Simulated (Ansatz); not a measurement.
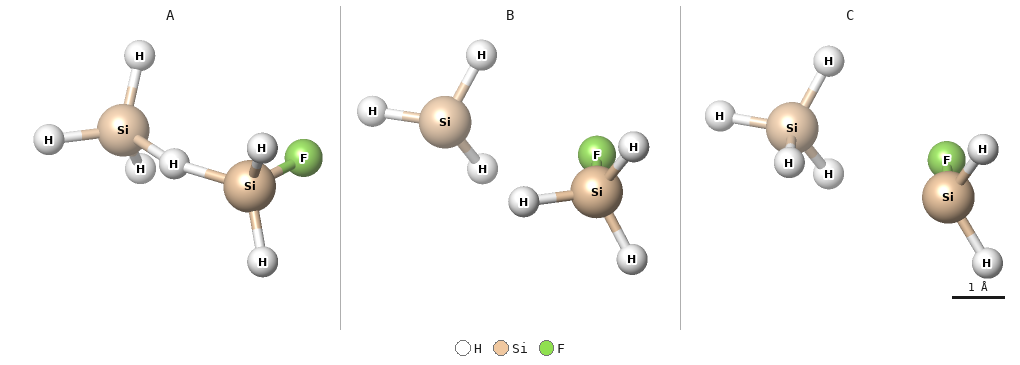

Three geometries of Si2H6F (multiplicity 2): a saddle point and the two relaxed ends that it joins, in shuffled order. Style: ball-and-stick. Shown from a free direction. Sticks join atoms that are closer than about 1.2 times the sum of their covalent radii (a little more with hydrogen).

Stationary points at PBE0-D4/def2-TZVP, single-point energies with PBE-QIDH, wB97M-V, r2SCAN-D4, CCSD(T)/CBS, RPA@PBE, BLYP-D4 (def2-TZVPP where no basis is named; Ansatz 0.2.0). The energies are electronic, without zero-point or thermal terms, and both ends are the relaxed geometries reached downhill from the saddle, with any fragments still in contact. CCSD(T)/CBS stands for a frozen-core estimate: MP2 correlation extrapolated from def2-TZVPP and def2-QZVPP, CCSD(T) minus MP2 from the smaller set.

Question: Which frame is the transition state, what reaction does it lead through, and what barrier is to be expected?

Answer: Frame A is the saddle point. Counted by bonded pieces, B holds SiH₃ + SiH₃F and C holds SiH₂F + SiH₄. From B over the saddle to C, a bond forms: H–Si (3.83 → 1.77 → 1.49 Å). A bond breaks: H–Si (1.48 → 1.76 → 3.41 Å). The saddle has one imaginary mode, 1001i cm⁻¹. The end B keeps a soft imaginary mode of 38i cm⁻¹, so it isn't quite a minimum. The end C keeps a soft imaginary mode of 43i cm⁻¹, so it isn't quite a minimum. With PBE-QIDH the barrier is 12.6 kcal/mol from B and 10.2 kcal/mol from C, and C lies 2.4 kcal/mol above B.

```
      level  barrier from B (kcal/mol)  barrier from C (kcal/mol)  C less B (kcal/mol)
   PBE-QIDH                       12.6                       10.2                  2.4
    wB97M-V                       11.7                        9.8                  1.9
  r2SCAN-D4                        8.4                        6.4                  1.9
CCSD(T)/CBS                       13.6                       11.0                  2.5
    RPA@PBE                       14.8                       12.5                  2.3
    BLYP-D4                        6.8                        5.7                  1.1
```

Against CCSD(T)/CBS, PBE-QIDH comes closest on the barrier from B (−1.0 kcal/mol) and BLYP-D4 misses most (−6.8 kcal/mol).

Limits of the set-up: the start holds two separate molecules, 3.2 Å apart at their closest, whose relative position is a soft coordinate.
